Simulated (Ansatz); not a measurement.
Input

```
crystal:
  periodic: [false, false, false]
  atoms:
    - { symbol: Ge, position_ang: [0.0, 0.0, 0.0] }
    - { symbol: Cl, position_ang: [0.0, 0.0, 2.57] }
    - { symbol: Cl, position_ang: [2.0935, 0.0, -0.7393] }
    - { symbol: H, position_ang: [-0.73, 1.2648, -0.5162] }
    - { symbol: H, position_ang: [-0.73, -1.2648, -0.5162] }
    - { symbol: H, position_ang: [0.9702, 1.4632, 0.5833] }
    - { symbol: H, position_ang: [0.8274, 1.2477, 1.5533] }
basis:
  gaussian: { orbitals: def2-SVP }
hamiltonian:
  xc: hf
relax:
  f_tol: 0.15
  max_steps: 25
  restrain:
    - { distance: [0, 5], at: 2.75, k: 30.0 }
    - { distance: [6, 1], at: 2.57, k: 30.0 }
    - { distance: [0, 1], at: 2.22, k: 30.0 }
    - { distance: [6, 5], at: 0.66, k: 30.0 }
output:
  orbitals: {}
```

Run with:

```sh
ansatz run input.yaml --threads 1 --pin off --max-ram 2048MiB --backend cpu --events-out ev --progress --plain --runs-dir out
```

The fields are those of the run's last geometry, not of the input's.

Not at a stationary point (largest force 1.5 eV/Å).

The calculation used RHF/def2-SVP in Ansatz.

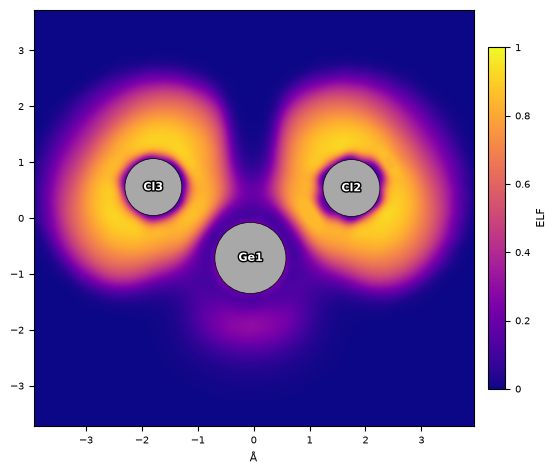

Cl₂GeH₂···H₂. ELF on the plane of atoms Cl2, Ge1 and Cl3. Grey discs cover the atomic cores.

### Describe what can be read from this map.

The plane passes through Ge and Cl nuclei. Ge–Cl (2.15 Å): the ELF peaks at about 0.85 in the valence shell of Cl, 0.9 Å from its nucleus, and is about 0.70 at the midpoint. Ge–Cl (2.20 Å): the ELF peaks at about 0.85 in the valence shell of Cl, 1.0 Å from its nucleus, and is about 0.70 at the midpoint. The ELF also peaks beside Cl3 and Cl2, away from the bonds: lone-pair regions.
